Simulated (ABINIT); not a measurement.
**CaGaSiH (P3m1): a self-consistent loop beyond G0W0, cycle by cycle**

How far does self-consistency move the gap of CaGaSiH (P3m1)?

Method: LDA and many-body steps on it, plane waves, in ABINIT 10.8.3.

### Step 1. Starting point

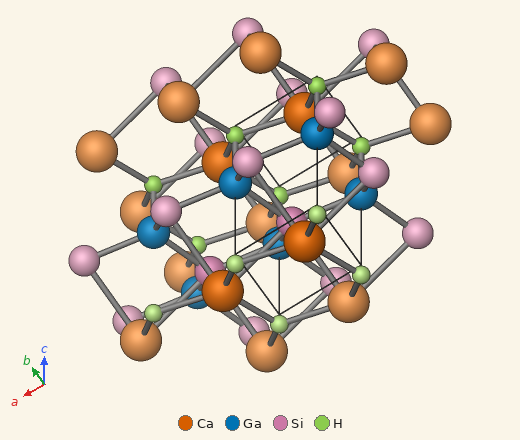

The starting structure, seen from a free direction (calcium orange, gallium blue, silicon pink, hydrogen green). 2×1×1 cells are drawn. Some periodic images of atoms are drawn too.

Structure file:

```cif
data_structure
_symmetry_space_group_name_H-M 'P3m1'
_symmetry_Int_Tables_number 156
_cell_length_a 4.0911
_cell_length_b 4.0911
_cell_length_c 4.7628
_cell_angle_alpha 90.000
_cell_angle_beta 90.000
_cell_angle_gamma 120.000
_cell_volume 69.04
loop_
_atom_site_label
_atom_site_type_symbol
_atom_site_symmetry_multiplicity
_atom_site_Wyckoff_symbol
_atom_site_fract_x
_atom_site_fract_y
_atom_site_fract_z
_atom_site_occupancy
Ca1 Ca 1 b 0.33333 0.66667 0.00000 1
Ga1 Ga 1 a 0.00000 0.00000 0.55680 1
Si1 Si 1 c 0.66667 0.33333 0.43370 1
H1 H 1 a 0.00000 0.00000 0.92500 1
```

The cell and positions come from the Crystallography Open Database and are kept as given unless a step says otherwise.

### Step 2. Empty states on the mesh, 3×3×2 mesh, 69 bands

This step: ABINIT 10.8.3; DFT, LDA, plane waves, norm-conserving pseudopotentials.

The sums over transitions need many empty states on a uniform mesh; this step solves for them.

Input file run.abi:

```
acell 3*1.0 Angstrom
rprim 
  4.091099999987 0.000000000003 0.000000000000
  -2.045549999996 3.542996529410 0.000000000000
  0.000000000000 0.000000000000 4.762800000000
ntypat 4
znucl 20 31 14 1
natom 4
typat 1 2 3 4
xred 
  0.333333333333 0.666666666667 0.000000000000
  -0.000000000000 0.000000000000 0.556800000000
  0.666666666667 0.333333333333 0.433700000000
  -0.000000000000 0.000000000000 0.925000000000
pp_dirpath "pseudos"
pseudos "Ca.upf, Ga.upf, Si.upf, H.upf"
ecut 45
ngkpt 3 3 2
nshiftk 1
shiftk 0 0 0
kptopt 1
chksymbreak 0
iscf -2
irdden 1
istwfk *1
nband 69
nbdbuf 6
tolwfr 1e-09
nstep 60
prtvol 0
indata_prefix "in"
outdata_prefix "out"
tmpdata_prefix "tmp"
```

Launch:

```bash
OMP_NUM_THREADS=1 mpirun -n 4 abinit run.abi > log
```

Numbers of over 12 decimals in the logs are rounded to 6 here.

The log of the run:

```text
.Version 10.8.3 of ABINIT. v10.8.2 released Aug 2026.

 Symmetries : space group P3 m 1 (#156); Bravais hP (primitive hexag.)
[... echo of the input left out ...]
== DATASET  1 ==================================================================
-   mpi_nproc: 4, omp_nthreads: 1 (-1 if OMP is not activated)

--- !DatasetInfo
iteration_state: {dtset: 1, }
dimensions: {natom: 4, nkpt: 6, mband: 69, nsppol: 1, nspinor: 1, nspden: 1, mpw: 6732, }
cutoff_energies: {ecut:  45.0, pawecutdg:  -1.0, }
[...]
1.15892    1.19532    1.26073    1.26073    1.27359    1.27359    1.32202    1.34324
   1.37728    1.37728    1.40388    1.40388    1.44785    1.45117    1.45117    1.46164
   1.46348    1.50945    1.50945    1.53437    1.53440
 prteigrs : prtvol=0 or 1, do not print more k-points.

== END DATASET(S) ==============================================================
================================================================================

 -outvars: echo values of variables after computation  --------
            nband          69
             nkpt           6
          spgroup         156
 [... the other variables as echoed above ...]

 Calculation completed.
```

It took 20 s on 4 MPI ranks of Arm Neoverse V2, shared host; peak memory 0.34 GiB.

Numbers from this step:

| Item | Value |
| --- | --- |
| gap | 0.3078 eV |
| k of the valence top | 0, 0, 0.5 |
| k of the conduction bottom | 0.3333, 0.3333, 0 |
| least direct gap | 1.210 eV |
| k points computed | 6 |
| lowest point of the top converged band, above the valence top | 33.30 eV |

On this mesh the gap is 0.308 eV.

The density comes from a self-consistent run that is not shown.

### Step 3. Screening, 3×3×2 mesh, 63 bands, screening to 106.1 eV

The RPA dielectric matrix is built and inverted for each q.

This step: RPA screening on LDA, plane waves, norm-conserving pseudopotentials.

run.abi: that of step 2 with these lines changed.

```diff
@@ -22,10 +22,11 @@
 chksymbreak 0
-iscf -2
-irdden 1
 istwfk *1
-nband 69
-nbdbuf 6
-tolwfr 1e-09
-nstep 60
-prtvol 0
+occopt 1
+irdwfk 1
+optdriver 3
+nband 63
+ecuteps 3.9
+inclvkb 2
+awtr 1
+symchi 1
 indata_prefix "in"
```

The log of the run:

```text
.Version 10.8.3 of ABINIT. v10.8.2 released Aug 2026.

 Symmetries : space group P3 m 1 (#156); Bravais hP (primitive hexag.)
[... echo of the input left out ...]
== DATASET  1 ==================================================================
-   mpi_nproc: 4, omp_nthreads: 1 (-1 if OMP is not activated)

--- !DatasetInfo
iteration_state: {dtset: 1, }
dimensions: {natom: 4, nkpt: 6, mband: 63, nsppol: 1, nspinor: 1, nspden: 1, mpw: 6732, }
cutoff_energies: {ecut:  45.0, pawecutdg:  -1.0, }
electrons: {nelect:   3.60000000E+01, charge:   0.00000000E+00, occopt:   1.00000000E+00, tsmear:   1.00000000E-02, }

 SCREENING: Calculation of the susceptibility and dielectric matrices

 Based on a program developped by R.W. Godby, V. Olevano, G. Onida, and L. Reining.
 Incorporated in ABINIT by V. Olevano, G.-M. Rignanese, and M. Torrent.
.Using double precision arithmetic ; gwpc =  8

[... cell and pseudopotentials left out ...]
--------------------------------------------------------------------------------

 ==== K-mesh for the wavefunctions ====
 Number of points in the irreducible wedge :     6
[... list of points left out ...]
 Together with  6 symmetry operations and time-reversal symmetry
 yields    18 points in the full Brillouin Zone.

 ==== Q-mesh for the screening function ====
 Number of points in the irreducible wedge :     6
[... list of points left out ...]
 Together with  6 symmetry operations and time-reversal symmetry
 yields    18 points in the full Brillouin Zone.

 setmesh: FFT mesh size selected  =    27x   27x   36
          total number of points  =        26244

 vcoul_init : cutoff-mode = AUXILIARY_FUNCTION
 q-points for optical limit:   1
     1)      0.000010    0.000020    0.000030

- screening: taking advantage of time-reversal symmetry
- Maximum band index for partially occupied states nbvw = 18
- Remaining bands to be divided among processors   nbcw = 45
- Number of bands treated by each node ~11

 Number of electrons calculated from density =   36.0000; Expected =   36.0000
 average of density, n =  0.077274
 r_s =    1.4564
 omega_plasma =   26.8146 [eV]

 calculating chi0 at frequencies [eV] :
  1    0.000000E+00    0.000000E+00
  2    0.000000E+00    2.681464E+01

--------------------------------------------------------------------------------
  q-point number  1        q = ( 0.000000, 0.000000, 0.000000) [r.l.u.]
--------------------------------------------------------------------------------
[... chi0 elements left out ...]
 For q-point:  0.000010 0.000020 0.000030
  dielectric constant =  35.7281
  dielectric constant without local fields =  39.6962

  Average fulfillment of the sum rule on Im[epsilon] for q-point    1 :     34.84  [%]
[... wings left out ...]
  q-point number  2        q = ( 0.333333, 0.000000, 0.000000) [r.l.u.]
--------------------------------------------------------------------------------
[... chi0 elements left out ...]
  Average fulfillment of the sum rule on Im[epsilon] for q-point    2 :     40.20  [%]

 [... 4 further q-points ...]
```

It took 11 s on 4 MPI ranks; peak memory 0.75 GiB.

This step gave:

| Item | Value |
| --- | --- |
| ε∞ with local fields, on this mesh, along the program's q direction | 35.73 |
| the same without local fields | 39.70 |
| plasma frequency | 26.81 eV |
| plane waves in the screening matrix | 159 |

Local fields lower ε∞ by 10 %. On a Γ-centred mesh this coarse the value itself is usually too large, while a short band sum pulls it down.

### Step 4. G0W0

The self-energy is evaluated for the states that the input lists, and the levels follow from it, in one-shot runs by the linearised quasiparticle equation.

This step: G0W0 on LDA, plane waves, norm-conserving pseudopotentials.

run.abi: that of step 3 with these lines changed.

```diff
@@ -25,8 +25,19 @@
 irdwfk 1
-optdriver 3
+optdriver 4
 nband 63
+gwcalctyp 0
+ecutsigx 45
+symsigma 1
+nkptgw 3
+kptgw 
+  0.0000000000 0.0000000000 0.5000000000
+  0.3333333333 0.3333333333 0.0000000000
+  0.0000000000 0.0000000000 0.0000000000
+bdgw 
+  16 21
+  17 20
+  17 21
 ecuteps 3.9
-inclvkb 2
-awtr 1
-symchi 1
+irdscr 1
+ppmodel 1
 indata_prefix "in"
```

The log of the run:

```text
.Version 10.8.3 of ABINIT. v10.8.2 released Aug 2026.

 Symmetries : space group P3 m 1 (#156); Bravais hP (primitive hexag.)
[... echo of the input left out ...]
== DATASET  1 ==================================================================
-   mpi_nproc: 4, omp_nthreads: 1 (-1 if OMP is not activated)

--- !DatasetInfo
iteration_state: {dtset: 1, }
dimensions: {natom: 4, nkpt: 6, mband: 63, nsppol: 1, nspinor: 1, nspden: 1, mpw: 6732, }
cutoff_energies: {ecut:  45.0, pawecutdg:  -1.0, }
electrons: {nelect:   3.60000000E+01, charge:   0.00000000E+00, occopt:   1.00000000E+00, tsmear:   1.00000000E-02, }

 SIGMA: Calculation of the GW corrections

 Based on a program developped by R.W. Godby, V. Olevano, G. Onida, and L. Reining.
 Incorporated in ABINIT by V. Olevano, G.-M. Rignanese, and M. Torrent.
.Using double precision arithmetic ; gwpc =  8

[... cell and pseudopotentials left out ...]
--------------------------------------------------------------------------------

 ==== K-mesh for the wavefunctions ====
 Number of points in the irreducible wedge :     6
[... list of points left out ...]
 Together with  6 symmetry operations and time-reversal symmetry
 yields    18 points in the full Brillouin Zone.

 ==== Q-mesh for screening function ====
 Number of points in the irreducible wedge :     6
[... list of points left out ...]
 Together with  6 symmetry operations and time-reversal symmetry
 yields    18 points in the full Brillouin Zone.

 vcoul_init : cutoff-mode = AUXILIARY_FUNCTION
 q-points for optical limit:   1
     1)      0.000010    0.000020    0.000030
 setmesh: FFT mesh size selected  =    45x   45x   60
          total number of points  =       121500

 Number of electrons calculated from density =   36.0000; Expected =   36.0000
 average of density, n =  0.077274
 r_s =    1.4564
 omega_plasma =   26.8146 [eV]

 === KS Band Gaps ===
  >>>> For spin  1
   Minimum direct gap =   1.2101 [eV], located at k-point      :   0.0000  0.0000  0.5000
   Fundamental gap    =   0.3078 [eV], Top of valence bands at :   0.0000  0.0000  0.5000
                                       Bottom of conduction at :   0.3333  0.3333  0.0000
 SIGMA fundamental parameters:
 PLASMON POLE MODEL  1
 number of plane-waves for SigmaX                 6717
 number of plane-waves for SigmaC and W            159
 number of plane-waves for wavefunctions          6717
 number of bands                                    63
 number of independent spin polarizations            1
 number of spinorial components                      1
 number of k-points in IBZ                           6
 number of q-points in IBZ                           6
 number of symmetry operations                       6
 number of k-points in BZ                           18
 number of q-points in BZ                           18
 number of frequencies for dSigma/dE                 9
 frequency step for dSigma/dE [eV]                0.25
 number of omega for Sigma on real axis              0
 max omega for Sigma on real axis  [eV]           0.00
 zcut for avoiding poles [eV]                     0.10

 EPSILON^-1 parameters (SCR file):
 dimension of the eps^-1 matrix on file            159
 dimension of the eps^-1 matrix used               159
 number of plane-waves for wavefunctions          6717
 number of bands                                    63
 number of q-points in IBZ                           6
 number of frequencies                               2
 number of real frequencies                          1
 number of imag frequencies                          1

 matrix elements of self-energy operator (all in [eV])

 Perturbative Calculation

--- !SelfEnergy_ee
iteration_state: {dtset: 1, }
kpoint     : [   0.000,    0.000,    0.500, ]
spin       : 1
KS_gap     :    1.210
QP_gap     :    2.055
Delta_QP_KS:    0.845
data: !SigmaeeData |
     Band     E0 <VxcDFT>   SigX SigC(E0)      Z dSigC/dE  Sig(E)    E-E0       E
       16   5.770 -11.950 -13.342   1.461   0.777  -0.286 -11.897   0.054   5.824
       17   5.770 -11.950 -13.342   1.461   0.777  -0.286 -11.897   0.054   5.824
       18   6.122 -11.190 -12.229   1.033   0.776  -0.289 -11.194  -0.004   6.117
       19   7.332 -12.465  -7.466  -3.918   0.777  -0.286 -11.625   0.840   8.172
       20   7.379 -12.147  -6.988  -3.811   0.784  -0.275 -11.090   1.057   8.436
       21   7.379 -12.147  -6.988  -3.811   0.784  -0.275 -11.090   1.057   8.436

--- !SelfEnergy_ee
iteration_state: {dtset: 1, }
kpoint     : [   0.333,    0.333,    0.000, ]
spin       : 1
KS_gap     :    1.331
QP_gap     :    2.025
Delta_QP_KS:    0.694
data: !SigmaeeData |
     Band     E0 <VxcDFT>   SigX SigC(E0)      Z dSigC/dE  Sig(E)    E-E0       E
[...]
--- !SelfEnergy_ee
iteration_state: {dtset: 1, }
kpoint     : [   0.000,    0.000,    0.000, ]
spin       : 1
KS_gap     :    1.808
QP_gap     :    2.318
Delta_QP_KS:    0.510
data: !SigmaeeData |
     Band     E0 <VxcDFT>   SigX SigC(E0)      Z dSigC/dE  Sig(E)    E-E0       E
[...]
19   7.015 -11.327  -6.741  -3.724   0.781  -0.280 -10.653   0.674   7.689
       20   8.904 -11.262  -6.289  -4.069   0.780  -0.282 -10.556   0.706   9.609
       21   8.904 -11.262  -6.289  -4.069   0.780  -0.282 -10.556   0.706   9.609

== END DATASET(S) ==============================================================
================================================================================

 -outvars: echo values of variables after computation  --------
           etotal      0.0000000000E+00
            nband          63
             nkpt           6
          spgroup         156
 [... the other variables as echoed above ...]

 Calculation completed.
```

Wall time 5.7 s (4 MPI ranks); peak memory 0.58 GiB.

This step gave:

```
G0W0 gap on the points computed              : 1.094 eV
starting gap on the mesh                     : 0.3078 eV
k of the valence top                         : 0, 0, 0.5
k of the conduction bottom                   : 0.3333, 0.3333, 0
Z at the valence top                         : 0.776
Z at the conduction bottom                   : 0.787
least direct G0W0 gap on the computed points : 2.025 eV
```

The gap on the mesh goes from 0.31 eV to 1.09 eV, a correction of +0.79 eV.

### Step 5. evGW0, cycle 1

This step: evGW0 on LDA, plane waves, norm-conserving pseudopotentials.

run.abi: that of step 4 with these lines changed.

```diff
@@ -27,14 +27,20 @@
 nband 63
-gwcalctyp 0
+gwcalctyp 10
 ecutsigx 45
 symsigma 1
-nkptgw 3
+nkptgw 6
 kptgw 
+  0.0000000000 0.0000000000 0.0000000000
+  0.3333333333 0.0000000000 0.0000000000
+  0.3333333333 0.3333333333 0.0000000000
   0.0000000000 0.0000000000 0.5000000000
-  0.3333333333 0.3333333333 0.0000000000
-  0.0000000000 0.0000000000 0.0000000000
+  0.3333333333 0.0000000000 0.5000000000
+  0.3333333333 0.3333333333 0.5000000000
 bdgw 
-  16 21
-  17 20
-  17 21
+  14 23
+  14 23
+  14 23
+  14 23
+  14 23
+  14 23
 ecuteps 3.9
```

The log of the run:

```text
.Version 10.8.3 of ABINIT. v10.8.2 released Aug 2026.

 Symmetries : space group P3 m 1 (#156); Bravais hP (primitive hexag.)
[... echo of the input left out ...]
== DATASET  1 ==================================================================
-   mpi_nproc: 4, omp_nthreads: 1 (-1 if OMP is not activated)

--- !DatasetInfo
iteration_state: {dtset: 1, }
dimensions: {natom: 4, nkpt: 6, mband: 63, nsppol: 1, nspinor: 1, nspden: 1, mpw: 6732, }
cutoff_energies: {ecut:  45.0, pawecutdg:  -1.0, }
electrons: {nelect:   3.60000000E+01, charge:   0.00000000E+00, occopt:   1.00000000E+00, tsmear:   1.00000000E-02, }

 SIGMA: Calculation of the GW corrections

 Based on a program developped by R.W. Godby, V. Olevano, G. Onida, and L. Reining.
 Incorporated in ABINIT by V. Olevano, G.-M. Rignanese, and M. Torrent.
.Using double precision arithmetic ; gwpc =  8

[... cell and pseudopotentials left out ...]
--------------------------------------------------------------------------------

 ==== K-mesh for the wavefunctions ====
 Number of points in the irreducible wedge :     6
[... list of points left out ...]
 Together with  6 symmetry operations and time-reversal symmetry
 yields    18 points in the full Brillouin Zone.

 ==== Q-mesh for screening function ====
 Number of points in the irreducible wedge :     6
[... list of points left out ...]
 Together with  6 symmetry operations and time-reversal symmetry
 yields    18 points in the full Brillouin Zone.

 vcoul_init : cutoff-mode = AUXILIARY_FUNCTION
 q-points for optical limit:   1
     1)      0.000010    0.000020    0.000030
 setmesh: FFT mesh size selected  =    45x   45x   60
          total number of points  =       121500

 Number of electrons calculated from density =   36.0000; Expected =   36.0000
[...]
KS_gap     :    2.932
QP_gap     :    3.581
Delta_QP_KS:    0.649
data: !SigmaeeData |
     Band     E_DFT   <VxcDFT>   E(N-1)  <Hhartree>   SigX  SigC[E(N-1)]    Z     dSigC/dE  Sig[E(N)]  DeltaE  E(N)_pert E(N)_diago
[...]
--- !SelfEnergy_ee
iteration_state: {dtset: 1, }
kpoint     : [   0.333,    0.333,    0.500, ]
spin       : 1
KS_gap     :    3.394
QP_gap     :    4.070
Delta_QP_KS:    0.675
data: !SigmaeeData |
     Band     E_DFT   <VxcDFT>   E(N-1)  <Hhartree>   SigX  SigC[E(N-1)]    Z     dSigC/dE  Sig[E(N)]  DeltaE  E(N)_pert E(N)_diago
[...]
22     9.765   -14.569     9.765    24.334    -7.090    -5.110     0.765    -0.306   -12.756     1.814    11.578    12.134
       23    10.230   -14.374    10.230    24.604    -7.222    -4.979     0.763    -0.311   -12.716     1.658    11.888    12.404

 New Fermi energy :        2.486480E-01 Ha ,    6.766056E+00 eV

 === QP Band Gaps ===
  >>>> For spin  1
   Minimum direct gap =   2.2104 [eV], located at k-point      :   0.3333  0.3333  0.0000
   Fundamental gap    =   1.3004 [eV], Top of valence bands at :   0.0000  0.0000  0.5000
                                       Bottom of conduction at :   0.3333  0.0000  0.0000

 writing QP data on file : out_QPS

 Convergence of QP corrections
 >>>>> For spin  1 <<<<<
.  kptgw no:  1; Maximum DeltaE = (   0.000   0.000) for band index:  9
.  kptgw no:  2; Maximum DeltaE = (   0.706  -0.000) for band index: 10
.  kptgw no:  3; Maximum DeltaE = (   0.058  -0.000) for band index:  8
.  kptgw no:  4; Maximum DeltaE = (   0.782  -0.000) for band index:  9
.  kptgw no:  5; Maximum DeltaE = (   1.057  -0.000) for band index: 10
.  kptgw no:  6; Maximum DeltaE = (   0.631   0.000) for band index:  9

== END DATASET(S) ==============================================================
================================================================================

 -outvars: echo values of variables after computation  --------
           etotal      0.0000000000E+00
            nband          63
             nkpt           6
          spgroup         156
 [... the other variables as echoed above ...]

 Calculation completed.
```

Run time: 17 s. Hardware: 4 MPI ranks; peak memory 1.1 GiB; 68 s of CPU time.

This step gave:

- quasiparticle gap on the mesh: 1.300 eV
- gap of the density functional on the mesh: 0.3078 eV
- k of the valence top: 0, 0, 0.5
- k of the conduction bottom: 0.3333, 0, 0
- Z at the valence top: 0.776
- Z at the conduction bottom: 0.787
- least direct quasiparticle gap on the computed points: 2.211 eV

Against G0W0 in ABINIT (3×3×2 mesh, 63 bands, screening to 106.1 eV, Godby-Needs plasmon pole), the gap moves by +0.206 eV. This first cycle still uses the starting levels; it takes the full correction, at all points of the mesh, and its linearised value is 1.094 eV.

### Step 6. evGW0, cycle 2

The corrected levels of the last cycle go back in.

run.abi: that of step 5 with these lines changed.

```diff
@@ -48,2 +48,3 @@
 ppmodel 1
+irdqps 1
 indata_prefix "in"
```

The log of the run:

```text
.Version 10.8.3 of ABINIT. v10.8.2 released Aug 2026.

 Symmetries : space group P3 m 1 (#156); Bravais hP (primitive hexag.)
[... echo of the input left out ...]
== DATASET  1 ==================================================================
-   mpi_nproc: 4, omp_nthreads: 1 (-1 if OMP is not activated)

--- !DatasetInfo
iteration_state: {dtset: 1, }
dimensions: {natom: 4, nkpt: 6, mband: 63, nsppol: 1, nspinor: 1, nspden: 1, mpw: 6732, }
cutoff_energies: {ecut:  45.0, pawecutdg:  -1.0, }
[...]
.  kptgw no:  4; Maximum DeltaE = (  -0.060  -0.000) for band index:  9
.  kptgw no:  5; Maximum DeltaE = (  -0.100   0.000) for band index: 10
.  kptgw no:  6; Maximum DeltaE = (  -0.055   0.000) for band index:  9

== END DATASET(S) ==============================================================
================================================================================

 -outvars: echo values of variables after computation  --------
           etotal      0.0000000000E+00
            nband          63
             nkpt           6
          spgroup         156
 [... the other variables as echoed above ...]

 Calculation completed.
```

It took 17 s on 4 MPI ranks; peak memory 1.1 GiB.

This step gave:

```yaml
quasiparticle_gap_on_the_mesh: 1.183 eV
gap_of_the_density_functional_on_the_mesh: 0.3078 eV
k_of_the_valence_top: 0, 0, 0.5
k_of_the_conduction_bottom: 0.3333, 0, 0
least_direct_quasiparticle_gap_on_the_computed_points: 2.093 eV
```

Against the cycle before, the gap moves by −0.117 eV.

(Part 1 of 3 ends here.)

[Paths, hosts, dates, memory and timing lines, banners, echoed tables and standing remarks are left out of the program output.]

[Logs are printed without paths, hosts, clocks, repeated set-up lines and the standing remarks that a program may print on its own settings, such as how far it seeks lower states.]

[Runs of the session that timed out or met a known fault of the program may be left out.]

[Hosts, paths, dates, database ids (printed as entryN), source tags and the programs' standing remarks are cut or masked in the printed files.]

[G0W0 gaps are taken among the corrected bands and points alone; a level outside them can change the order at an edge.]

[Where Ansatz stands beside ABINIT at settings called matched, ABINIT's density can come from a denser mesh and the files from another edition; pairs whose starting gaps differed by over 0.03 eV were left out, so agreement reads better than it is.]
